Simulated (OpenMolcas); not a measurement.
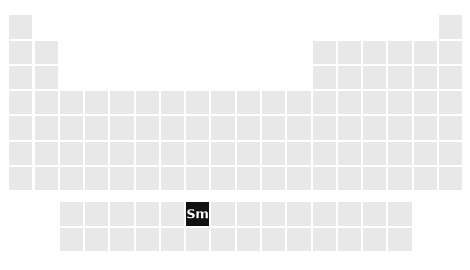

Fig. 1: The place of samarium in the periodic table.

# Sm⁴⁺: multiconfigurational calculation

Sm⁴⁺. Level asked for: state-averaged CASSCF, active space 4 electrons in the shell 4f, basis ANO-RCC-VDZP, DKH4 scalar Hamiltonian, spin-orbit coupling by RASSI with atomic mean-field integrals (OpenMolcas).

Outcome:

- outcome: refused by the program
- hardware: 1 thread of Arm Neoverse V2, 24 GiB of memory available, shared host

What went wrong:

One thing in this input was made wrong on purpose: wrong symmetry. The program refused the input: “You can't ask for more roots”. Limits: RASSCF multiplicity 5: _RC_INPUT_ERROR_.

The input:
```
&GATEWAY
Coord
1

Sm 0.0 0.0 0.0
Basis=ANO-RCC-VDZP
Group=XYZ
NoMove
AngMom=0.0 0.0 0.0
AMFI
&SEWARD
Relativistic=R04O02
&RASSCF
FileOrb=start.orb
Symmetry=2
Spin=5
nActEl=4 0 0
Inactive=15 12
Ras2=0 7
CIRoot=35 35 1
SDav=35
CIMx=300
Iter=67 100
PrWF=0.3
OrbListing=Nothing
MaxOrb=0
Atom
>>> COPY $Project.JobIph JOB001
```

The file start.orb holds starting orbitals from an earlier step.

Launched with:
```bash
OMP_NUM_THREADS=1 MOLCAS_MEM=2252 MOLCAS_PROJECT=a pymolcas a.inp > a.log  # once for each step of the input, in one work folder
```

The program's output (extracts):
```
--- SEWARD ---
Basis set label: SM.ANO-RCC...7S6P4D2F1G.

      Electronic valence basis set:
      ------------------
      Associated Effective Charge  62.000000 au
      Associated Actual Charge     62.000000 au
      Nuclear Model: Point charge

      Shell  nPrim  nBasis  Cartesian Spherical Contaminant
         s      25       7        X
         p      22       6        X
         d      15       4                 X
         f      11       2                 X
         g       4       1                 X
Relativistic=R04O02
                  Relativistic Douglas-Kroll-Hess integrals:
                    - DKH order of Hamiltonian: 4
                    - DKH order of Properties : 2
--- RASSCF ---
Wave function specifications:
      -----------------------------

      Number of closed shell electrons          54
      Number of electrons in active shells       4
      Max number of holes in RAS1 space          0
      Max nr of electrons in RAS3 space          0
      Number of inactive orbitals               27
      Number of active orbitals                  7
      Number of secondary orbitals              34
      Spin quantum number                      2.0
      State symmetry                             2
Orbital specifications:
      -----------------------

      Symmetry species                           1   2
                                                ag  au
      Frozen orbitals                            0   0
      Inactive orbitals                         15  12
      Active orbitals                            0   7
      RAS1 orbitals                              0   0
      RAS2 orbitals                              0   7
      RAS3 orbitals                              0   0
      Secondary orbitals                        21  13
      Deleted orbitals                           0   0
      Number of basis functions                 36  32
      Number of CSFs                             0
      Number of root(s) required                35
 ************ ERROR ***********
  You can't ask for more roots
  than there are configurations
 ******************************
--- Stop Module: rasscf at  /rc=_RC_INPUT_ERROR_ ---
.####################.
.# User input error #.
.####################.
```
